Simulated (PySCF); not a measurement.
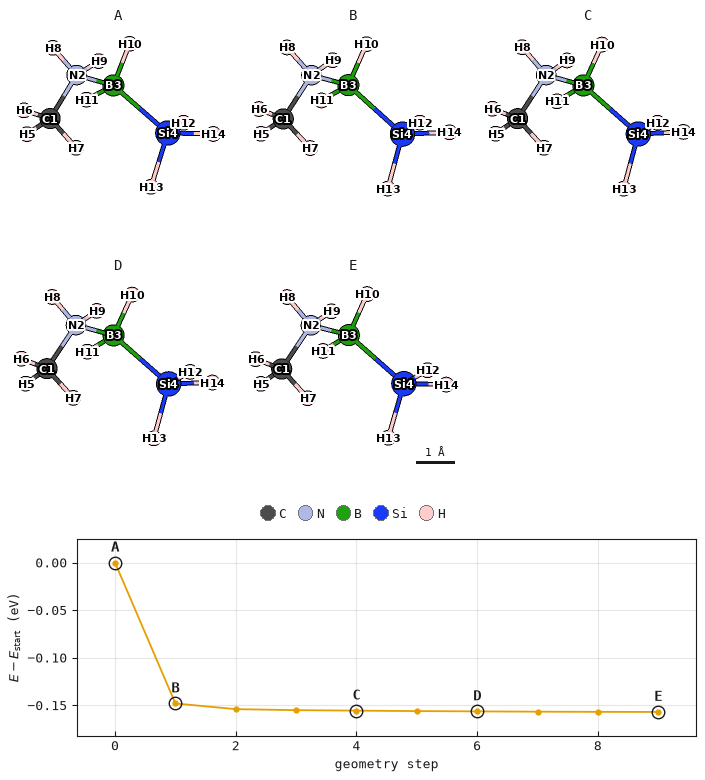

Frames of a relaxation of CH10BNSi, marked on the history of the run. Style: ball-and-stick. Shown at a tilt.

The start comes from GFN2-xTB. Its atoms were then displaced at random by about 0.01 Å.

Computed with PBE0-D3(BJ)/def2-SVP geometry optimisation, gas phase in PySCF 2.14.0, density-fitted response routines. 

### Describe the path.

The energy falls by 0.157 eV in 9 geometry steps. The atom that moves furthest after the best rigid fit is H12 (0.25 Å). Largest moves by element: H 0.25 Å, C 0.09 Å, Si 0.05 Å, B 0.05 Å, N 0.02 Å. Near-neighbour distances that change, for instance: Si4–H14 1.421 → 1.500 Å, C1–N2 1.434 → 1.469 Å, B3–H11 1.196 → 1.224 Å, B3–Si4 2.000 → 2.026 Å. Bond angles that change, for instance: B3–Si4–H14 119.2° → 112.4°, H5–C1–H6 106.2° → 110.1°, Si4–B3–H11 115.6° → 112.5°. Cost: 40 s on 1 thread of Arm Neoverse V1 (shared host). From step 0 to 1: H14 moves most (0.10 Å), energy −0.148 eV. From step 1 to 4: H12 moves most (0.08 Å), energy −0.008 eV. From step 4 to 6: H12 moves most (0.07 Å), energy −0.001 eV. From step 6 to 9: H12 moves most (0.08 Å), energy −0.001 eV.

| step | E − E(0), eV |
| --- | --- |
| 0 | 0.0000 |
| 1 | -0.1480 |
| 2 | -0.1540 |
| 3 | -0.1550 |
| 4 | -0.1556 |
| 5 | -0.1560 |
| 6 | -0.1563 |
| 7 | -0.1566 |
| 8 | -0.1568 |
| 9 | -0.1569 |
